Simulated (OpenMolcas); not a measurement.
# FNO-MP2/ANO-L-VDZ (RICD fitting, virtual fraction 0.4) run of C4H10 (isobutane)

What is the energy change on altering one bond length of C4H10 (isobutane) at FNO-MP2/ANO-L-VDZ (RICD fitting, virtual fraction 0.4)? 

The calculation is run with OpenMolcas 26.06.

## 1. The molecule

C4H10: 14 atoms, total charge 0, spin state singlet. As SMILES, `CC(C)C`. Geometry: relaxed at GFN2-xTB.

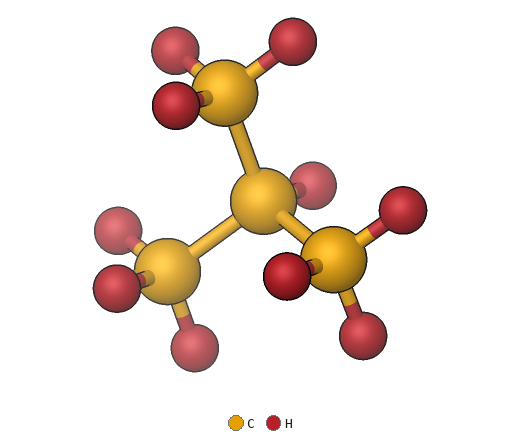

Viewed from a chosen angle; carbon amber, hydrogen red.

## 2. A single-point energy at FNO-MP2/ANO-L-VDZ (RICD fitting, virtual fraction 0.4)

File job.input:

```
&gateway
coord
14
angstrom
C       -0.524870       1.079990      -0.811190
C       -0.340370      -0.012560       0.239000
C        0.863390       0.300110       1.124810
C       -0.170720      -1.373490      -0.431860
H       -1.398230       0.876490      -1.427060
H       -0.657660       2.050190      -0.337290
H        0.347630       1.131490      -1.459740
H       -1.237140      -0.044350       0.868680
H        1.773350       0.337720       0.528170
H        0.987240      -0.465530       1.888050
H        0.737640       1.260620       1.620210
H       -0.061260      -2.158230       0.313650
H        0.715120      -1.375140      -1.064350
H       -1.034120      -1.607310      -1.051060
basis
ANO-L-VDZ
group
NoSym
ricd
&seward
&scf
prorbitals
1 1
&mbpt2
fnomp2
0.4
domp2
frozen
4
```

The run is started by

```
$ export MOLCAS_MEM=1860
$ pymolcas job.input > job.log
```

What it wrote:

```text
--- Start Module: gateway ---
[...]
--- Stop Module: gateway /rc=_RC_ALL_IS_WELL_ ---
[...]
      Basis functions           56
[...]
--- Start Module: scf ---
[...]
       Convergence after   9 Iterations
[...]
::    Total SCF energy                               -157.2534880139
[...]
      Total spin, S                                     0.0000000000
[...]
      Total electronic charge=   34.000000
      Total            charge=   -0.000000
[...]
      Dipole Moment (debye):
      Origin of the operator (angstrom)=   -0.0327   -0.0011    0.0229
                   X= -9.7232E-02               Y= -4.6563E-03               Z=  6.8065E-02           Total=  1.1878E-01
      Quadrupole Moment (debye*angstrom):
[...]
--- Stop Module: scf /rc=_RC_ALL_IS_WELL_ ---
--- Start Module: mbpt2 ---
[...]
WARNING!
Default frozen orbitals as non valence orbitals is overwritten by user input.
Default values:   4
[...]
       Reference weight ( Cref**2 )         =        0.91425
::    Total MBPT2 energy                             -157.5011101074
[...]
--- Stop Module: mbpt2 /rc=_RC_ALL_IS_WELL_ ---
[...]
```

Run time: 2.3 s. Hardware: 1 thread of Arm Neoverse V1, shared host; peak memory 0.082 GiB.

## 3. The distorted shape at the same level

File job.inp:

```
&gateway
 coord
 14
 angstrom
 C       -0.552234       1.276169      -0.997562
 C       -0.367734       0.183619       0.052628
 C        0.836026       0.496289       0.938438
 C       -0.198084      -1.177311      -0.618232
 H       -1.425594       1.072669      -1.613432
 H       -0.685024       2.246369      -0.523662
 H        0.320266       1.327669      -1.646112
 H       -1.264504       0.151829       0.682308
 H        1.745986       0.533899       0.341798
 H        0.959876      -0.269351       1.701678
 H        0.710276       1.456799       1.433838
 H       -0.061260      -2.158230       0.313650
 H        0.687756      -1.178961      -1.250722
 H       -1.061484      -1.411131      -1.237432
 basis = ANO-L-VDZ
 group = NoSym
 ricd

&seward

&scf
 prorbitals = 1 1

&mbpt2
 fnomp2 = 0.4
 domp2
 frozen = 4
```

The run is started by

```
$ export MOLCAS_MEM=1860
$ pymolcas job.inp > job.log
```

What it wrote:

```text
--- Start Module: gateway ---
[...]
--- Stop Module: gateway /rc=_RC_ALL_IS_WELL_ ---
[...]
      Basis functions           56
[...]
--- Start Module: scf ---
[...]
       Convergence after  10 Iterations
[...]
::    Total SCF energy                               -157.2235753650
[...]
      Total spin, S                                     0.0000000000
[...]
      Total electronic charge=   34.000000
      Total            charge=   -0.000000
[...]
      Dipole Moment (debye):
      Origin of the operator (angstrom)=   -0.0596    0.1916   -0.1603
                   X= -1.4123E-01               Y=  3.5971E-01               Z= -1.0815E-01           Total=  4.0129E-01
      Quadrupole Moment (debye*angstrom):
[...]
--- Stop Module: scf /rc=_RC_ALL_IS_WELL_ ---
--- Start Module: mbpt2 ---
[...]
WARNING!
Default frozen orbitals as non valence orbitals is overwritten by user input.
Default values:   4
[...]
       Reference weight ( Cref**2 )         =        0.91095
::    Total MBPT2 energy                             -157.4736015264
[...]
--- Stop Module: mbpt2 /rc=_RC_ALL_IS_WELL_ ---
[...]
```

Wall time 2.4 s (1 thread of Arm Neoverse V1, shared host); peak memory 0.082 GiB.

## 4. Outcome

At FNO-MP2/ANO-L-VDZ (RICD fitting, virtual fraction 0.4), 4 core orbitals frozen:

| quantity | value |
| --- | --- |
| first shape: total energy | -157.50111 Eh |
| first shape: dipole moment (mean-field density) | 0.12 D |
| first shape: HOMO energy (Hartree–Fock orbitals) | -12.62 eV |
| first shape: LUMO energy (Hartree–Fock orbitals) | 2.69 eV |
| first shape: HOMO–LUMO gap (Hartree–Fock orbitals) | 15.31 eV |
| first shape: correlation energy (4 core orbitals frozen) | -247.6 mEh |
| distorted shape: total energy | -157.47360 Eh |
| distorted shape: dipole moment (mean-field density) | 0.40 D |
| distorted shape: HOMO energy (Hartree–Fock orbitals) | -12.16 eV |
| distorted shape: LUMO energy (Hartree–Fock orbitals) | 2.60 eV |
| distorted shape: HOMO–LUMO gap (Hartree–Fock orbitals) | 14.76 eV |
| distorted shape: correlation energy (4 core orbitals frozen) | -250.0 mEh |
| energy change with the C4–H12 bond stretched from 1.088 to 1.360 Å | 0.749 eV |

With the C4–H12 bond stretched from 1.088 to 1.360 Å the energy rises by 0.75 eV (17.3 kcal/mol). The first shape isn't relaxed at this level, so the change isn't measured from a minimum. Mulliken charges (first shape) of the mean-field density run from -0.35 on C3 to +0.12 on H11.
